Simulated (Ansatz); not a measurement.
# One shape, several levels: CH6Sn (SMILES [CH3][SnH3])

Wanted: a comparison of 6 runs (B2PLYP/def2-SVP, BHLYP/def2-SVP, PBE/def2-SVP, r2SCAN0/def2-SVP, wB97M-V/def2-SVP, RPA@PBE0/def2-SVP) of CH6Sn. 

The calculation is run with Ansatz 0.2.0.

42 further runs of the same task are left out: 1 that didn't finish, 41 set aside as unsound or not needed.

## 1. Starting point

CH6Sn: 8 atoms, total charge 0, spin state singlet. SMILES: `[CH3][SnH3]`. One bond was lengthened or shortened from a relaxed shape.

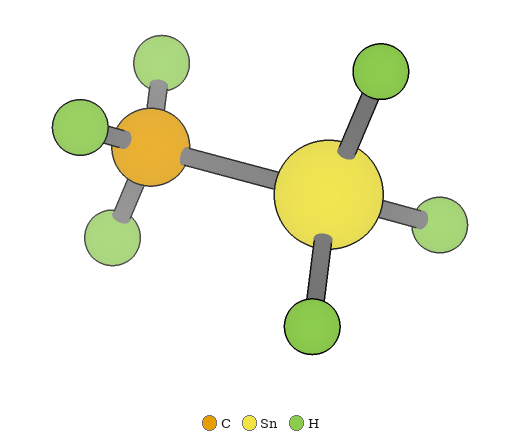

The structure, seen from a chosen angle (carbon amber, tin yellow, hydrogen green).

## 2. The energy at B2PLYP/def2-SVP (core potential) (run 1)

Input file in.yaml:

```yaml
crystal:
  periodic: [false, false, false]
  atoms:
    - {symbol: C, position_ang: [1.063595, 0.328349, 0.045154]}
    - {symbol: Sn, position_ang: [-0.950305, -0.368151, 0.237854]}
    - {symbol: H, position_ang: [1.300500, 0.627700, -1.148800]}
    - {symbol: H, position_ang: [1.758395, -0.450251, 0.359754]}
    - {symbol: H, position_ang: [1.213695, 1.210149, 0.668054]}
    - {symbol: H, position_ang: [-2.042905, 0.847749, -0.261746]}
    - {symbol: H, position_ang: [-1.187605, -1.755451, -0.732046]}
    - {symbol: H, position_ang: [-1.279605, -0.770551, 1.866154]}
basis:
  gaussian: {orbitals: def2-SVP}
hamiltonian: {xc: {name: B2PLYP}}
correlation: {frozen_orbitals: {C: 1, H: 0, Sn: 4}}
accuracy: high
output: {orbitals: {seedname: orbitals}}
```

Command:

```
$ ansatz run in.yaml --threads 1 --pin off --max-ram 3480MiB --events-out events.jsonl --progress --plain --runs-dir runs
```

What it wrote:

```text
Warning: RAYON_NUM_THREADS=1 ignored (pool sized by the plan → 1); use --threads N
Functional definition: B2PLYP
  name "B2PLYP"
  parameter a = 0.53
  parameter c = 0.27
  exchange = (1 - a)*b88_x + a*exact_x
  correlation = (1 - c)*lyp_c + c*(mp2_os + mp2_ss)
1740 factors; integrals over basis functions are off by at most 3.3e-9 eV
mean field evaluation 1: about -6950.0744 eV, gradient 3.1e1 eV
mean field evaluation 2: about -6950.2762 eV, gradient 3.1e1 eV
mean field evaluation 4: about -6952.6361 eV, gradient 1.3e0 eV
mean field evaluation 8: about -6952.6458 eV, gradient 7.2e-2 eV
mean field evaluation 16: about -6952.6458 eV, gradient 1.1e-5 eV
mean field -6952.64577938 eV, -255.5050197197 hartree, gradient 5.9e-8 eV, S^2 0.000000; 0 other end points of the search recorded, 0 dependent functions left out
5 core orbitals not correlated: weight in the atoms' cores, before any rotation towards them, 1.000 or more for the frozen orbitals, at most 0.000 for the correlated occupied ones
reference -6952.64580626 eV, -255.5050207075 hartree; 12, 12 occupied and 53, 53 virtual orbitals, 1740 factors
second order -9.29355164 eV of doubles, -0.00000000 eV of singles
Total energy: -6955.15506521 eV, -255.5972342729 hartree
```

Run time: 6.3 s. Hardware: 1 thread of Arm Neoverse V2, shared host; peak memory 0.21 GiB.

## 3. A single-point energy at BHLYP/def2-SVP (core potential) (run 2)

Input file input.yaml:

```yaml
crystal:
  periodic: [false, false, false]
  atoms:
    - {symbol: C, position_ang: [1.063595, 0.328349, 0.045154]}
    - {symbol: Sn, position_ang: [-0.950305, -0.368151, 0.237854]}
    - {symbol: H, position_ang: [1.300500, 0.627700, -1.148800]}
    - {symbol: H, position_ang: [1.758395, -0.450251, 0.359754]}
    - {symbol: H, position_ang: [1.213695, 1.210149, 0.668054]}
    - {symbol: H, position_ang: [-2.042905, 0.847749, -0.261746]}
    - {symbol: H, position_ang: [-1.187605, -1.755451, -0.732046]}
    - {symbol: H, position_ang: [-1.279605, -0.770551, 1.866154]}
basis:
  gaussian: {orbitals: def2-SVP}
total_charge: 0
hamiltonian: {xc: {name: BHLYP}}
accuracy: high
output: {orbitals: {seedname: orbitals}}
```

Command:

```
$ ansatz run input.yaml --threads 1 --pin off --max-ram 3480MiB --events-out events.jsonl --progress --plain --runs-dir runs
```

What it wrote:

```text
Warning: RAYON_NUM_THREADS=1 ignored (pool sized by the plan → 1); use --threads N
Functional definition: BHLYP
  name "BHLYP"
  parameter a = 0.5
  exchange = (1 - a)*b88_x + a*exact_x
  correlation = lyp_c
1740 factors; integrals over basis functions are off by at most 3.3e-9 eV
mean field evaluation 1: about -6958.7439 eV, gradient 3.2e1 eV
mean field evaluation 2: about -6958.8325 eV, gradient 3.0e1 eV
mean field evaluation 4: about -6961.3282 eV, gradient 1.3e0 eV
mean field evaluation 8: about -6961.5193 eV, gradient 9.6e-2 eV
mean field evaluation 16: about -6961.5193 eV, gradient 2.8e-6 eV
mean field -6961.51930297 eV, -255.8311156969 hartree, gradient 7.7e-8 eV, S^2 0.000000; 0 other end points of the search recorded, 0 dependent functions left out
reference -6961.51933162 eV, -255.8311167498 hartree; 17, 17 occupied and 53, 53 virtual orbitals, 1740 factors
Total energy: -6961.51933162 eV, -255.8311167498 hartree
```

Run time: 4.5 s. Hardware: 1 thread of Arm Neoverse V2, shared host; peak memory 0.21 GiB.

Runs 3 to 5 aren't shown in full; the table further down has their settings and results.

## 4. The energy at RPA@PBE0/def2-SVP (core potential) (run 6)

Input file job.yaml:

```yaml
crystal:
  periodic: [false, false, false]
  atoms:
    - {symbol: C, position_ang: [1.063595, 0.328349, 0.045154]}
    - {symbol: Sn, position_ang: [-0.950305, -0.368151, 0.237854]}
    - {symbol: H, position_ang: [1.300500, 0.627700, -1.148800]}
    - {symbol: H, position_ang: [1.758395, -0.450251, 0.359754]}
    - {symbol: H, position_ang: [1.213695, 1.210149, 0.668054]}
    - {symbol: H, position_ang: [-2.042905, 0.847749, -0.261746]}
    - {symbol: H, position_ang: [-1.187605, -1.755451, -0.732046]}
    - {symbol: H, position_ang: [-1.279605, -0.770551, 1.866154]}
basis:
  gaussian:
    orbitals: def2-SVP
hamiltonian:
  xc: {name: PBE0}
accuracy: high
correlation:
  method: rpa
  frozen_orbitals: {C: 1, H: 0, Sn: 4}
```

Command:

```
$ ansatz run job.yaml --threads 1 --pin off --max-ram 3480MiB --events-out events.jsonl --progress --plain --runs-dir runs
```

What it wrote (excerpt; [...] marks lines left out):

```text
Warning: RAYON_NUM_THREADS=1 ignored (pool sized by the plan → 1); use --threads N
Functional definition: PBE0
  name "PBE0"
[...]
1740 factors; integrals over basis functions are off by at most 3.3e-9 eV
[...]
mean field -6962.98266275 eV, -255.8848931769 hartree, gradient 5.5e-8 eV, S^2 0.000000; 0 other end points of the search recorded, 0 dependent functions left out
5 core orbitals not correlated: weight in the atoms' cores, before any rotation towards them, 1.000 or more for the frozen orbitals, at most 0.000 for the correlated occupied ones
reference -6928.47420582 eV, -254.6167307756 hartree; 12, 12 occupied and 53, 53 virtual orbitals, 1740 factors
Total energy: -6940.95643793 eV, -255.0754443448 hartree
```

It took 7.2 s on 1 thread of Arm Neoverse V2, shared host; peak memory 0.28 GiB.

## 5. The series

| run | level | frozen core orbitals | energy (Eh) | HOMO energy (eV) | LUMO energy (eV) | HOMO–LUMO gap (eV) | wall time |
| --- | --- | --- | --- | --- | --- | --- | --- |
| 1 | B2PLYP/def2-SVP (core potential) | 5 | -255.597234 | -9.40 | 1.65 | 11.05 | 6.3 s |
| 2 | BHLYP/def2-SVP (core potential) | – | -255.831117 | -9.46 | 1.38 | 10.84 | 4.5 s |
| 3 | PBE/def2-SVP (core potential) | – | -255.858727 | -7.18 | -0.10 | 7.07 | 3.6 s |
| 4 | r2SCAN0/def2-SVP (core potential) | – | -255.953750 | -8.57 | 0.95 | 9.52 | 8.1 s |
| 5 | wB97M-V/def2-SVP (core potential) | – | -255.838113 | -10.54 | 2.31 | 12.85 | 43 s |
| 6 | RPA@PBE0/def2-SVP (core potential) | 5 | -255.075444 | – | – | – | 7.2 s |

## 6. Summary of results

| quantity | value |
| --- | --- |
| run 6: total energy | -255.07544 Eh |
| run 6: RPA correlation energy (valence) | -458.7 mEh |

What this shows: Over runs 1, 2, 3, 4, 5 the HOMO–LUMO gap runs from 7.07 eV (PBE/def2-SVP) to 12.85 eV (wB97M-V/def2-SVP). Totals of different functionals can't be ranked against each other. All runs together took 72 s, the longest 43 s.
